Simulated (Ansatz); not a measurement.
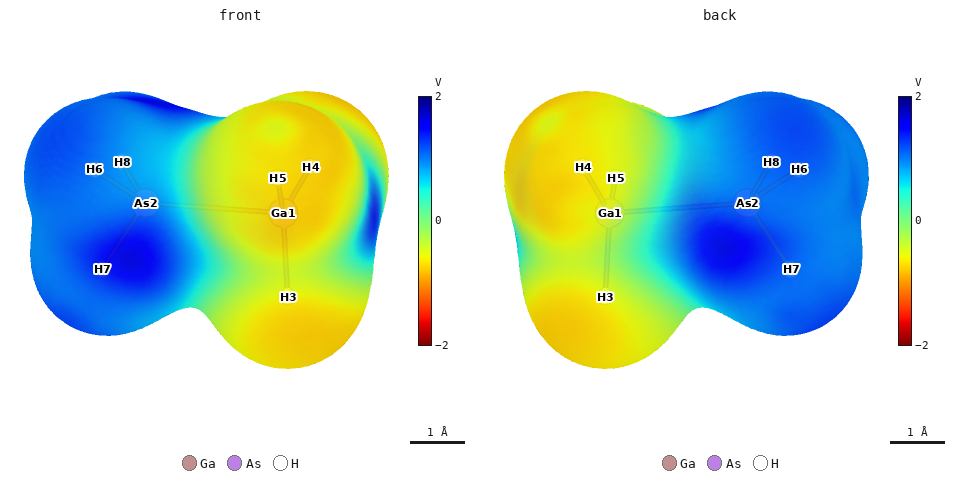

Figure 1: AsGaH$_{6}$. The electrostatic potential painted on the density surface at 0.002 e/bohr³, seen from the front and from behind; the colour scale runs from red (negative) to blue (positive).

Geometry: PBE0-D4/def2-TZVP.

Level of theory: Ansatz, RKS PBE0-D4/def2-TZVPP.

Input

```
crystal:
  periodic: [false, false, false]
  atoms:
    - {symbol: Ga, position_ang: [-0.484038, 0.147844, -1.471233]}
    - {symbol: As, position_ang: [0.365017, -0.117647, 1.035961]}
    - {symbol: H, position_ang: [0.423185, -0.988130, -2.075548]}
    - {symbol: H, position_ang: [-1.996507, -0.166903, -1.167626]}
    - {symbol: H, position_ang: [-0.038042, 1.648346, -1.639499]}
    - {symbol: H, position_ang: [1.005175, 1.046845, 1.750888]}
    - {symbol: H, position_ang: [1.421059, -1.139309, 1.379416]}
    - {symbol: H, position_ang: [-0.603750, -0.488146, 2.131941]}
basis:
  gaussian: {orbitals: def2-TZVPP}
hamiltonian: {xc: pbe0, dispersion: d4}
output: {orbitals: {seedname: orbitals}}
```

Run with:

```sh
ansatz run in.yaml --threads 2 --pin off --events-out ev --progress --plain --max-ram 32768MiB --backend cpu
```

Where is the surface potential most negative and most positive?

The most negative region (about −0.8 V) lies over H3, H4 and H5, the most positive (about +1.6 V) over As2.
